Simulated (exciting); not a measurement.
System: WS.

Input file:

```
<input>
  <title>WS</title>
  <structure speciespath="./" tshift="false">
    <crystal scale="1">
      <basevect>5.684088313001 0.000000000000 0.000000000000</basevect>
      <basevect>0.000000000000 5.684088313001 0.000000000000</basevect>
      <basevect>0.000000000000 0.000000000000 5.684088313001</basevect>
    </crystal>
    <species speciesfile="W.xml" rmt="2.3">
      <atom coord="0.500000000000 0.500000000000 0.500000000000"/>
    </species>
    <species speciesfile="S.xml" rmt="1.9">
      <atom coord="0.000000000000 0.000000000000 0.000000000000"/>
    </species>
  </structure>
  <groundstate do="fromscratch" ngridk="9 9 9" rgkmax="7.5" gmaxvr="14" lmaxapw="10" lmaxmat="10" lmaxvr="8" xctype="GGA_PBE_SOL" stype="Fermi Dirac" swidth="0.00183747" nempty="14" ValenceRelativity="iora*" epsengy="1e-05" epspot="1e-05" maxscl="60" tforce="true" outputlevel="normal"/>
  <properties>
    <chargedensityplot>
      <plot3d>
        <box grid="16 16 16">
          <origin coord="0 0 0"/>
          <point coord="1 0 0"/>
          <point coord="0 1 0"/>
          <point coord="0 0 1"/>
        </box>
      </plot3d>
    </chargedensityplot>
    <elfplot>
      <plot3d>
        <box grid="16 16 16">
          <origin coord="0 0 0"/>
          <point coord="1 0 0"/>
          <point coord="0 1 0"/>
          <point coord="0 0 1"/>
        </box>
      </plot3d>
    </elfplot>
    <exccplot>
      <plot3d>
        <box grid="16 16 16">
          <origin coord="0 0 0"/>
          <point coord="1 0 0"/>
          <point coord="0 1 0"/>
          <point coord="0 0 1"/>
        </box>
      </plot3d>
    </exccplot>
  </properties>
</input>
```

Launched as:

```sh
OMP_NUM_THREADS=1 exciting_smp
```

Below, planes, directions and counts refer to the conventional cell (a = 3.01 Å, b = 3.01 Å, c = 3.01 Å, α = 90.00°, β = 90.00°, γ = 90.00°).

Space group Pm-3m; a generated structure, not necessarily the stable one.

The calculation used Kohn-Sham DFT of a periodic cell, PBEsol, all-electron LAPW+lo, shipped species files (exciting sodium).

Q: What can the converged electron density and electron localisation function tell about the bonding?

A: W–S (2.60 Å): the density is about 0.43 e/Å³ at the midpoint; the ELF peaks at about 0.80 in the valence shell of S, 0.9 Å from its nucleus, and is about 0.35 at the midpoint.

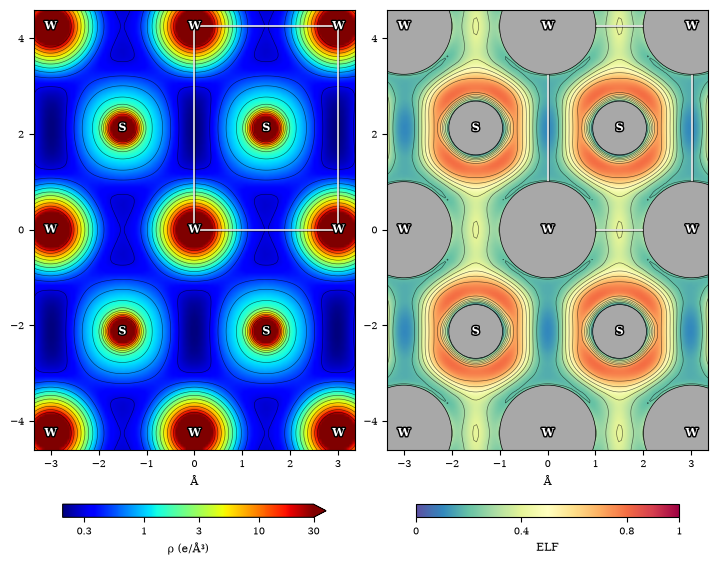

Computed electron density and electron localisation function on the (101̄) plane of the conventional cell, in this order. Grey discs cover the atomic cores in the ELF map. 
